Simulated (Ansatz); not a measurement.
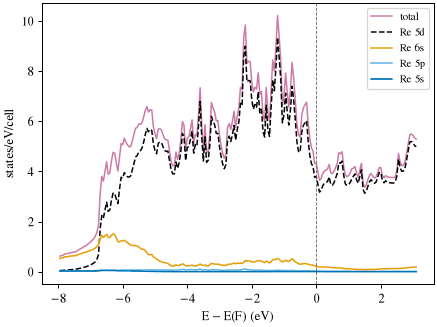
*Total and projected density of states of Re in space group P-6m2 (No. 187; Re on 2g, Re on 2h, Re on 1a, Re on 1f), PBEsol (plane waves, PAW; program Ansatz)*

**Question.** Which orbitals carry the states next to the Fermi level?

**Answer.** Within 0.5 eV of the Fermi level: Re 5d 88 %, outside the projected shells 6 %. Projections are on Löwdin-orthogonalised atomic valence shells; empty p or d shells of many metals are not among them.

**Question.** Where is the tallest occupied peak in this window, and what makes it?

**Answer.** Near -1.2 eV, about 10 states/eV per cell; the largest projected share is Re 5d.

The start of the workflow was typed in or built on a structure type; neither database checked (COD, Materials Project) lists it. It is not the phase usual at ambient conditions (space group No. 194). The cell was relaxed with PBEsol under the symmetry of its start; its stability against distortions is not shown here. No spin polarisation was allowed. Spin–orbit coupling is left out wherever it is not named.

Potentials: the later of the program's two PAW sets.
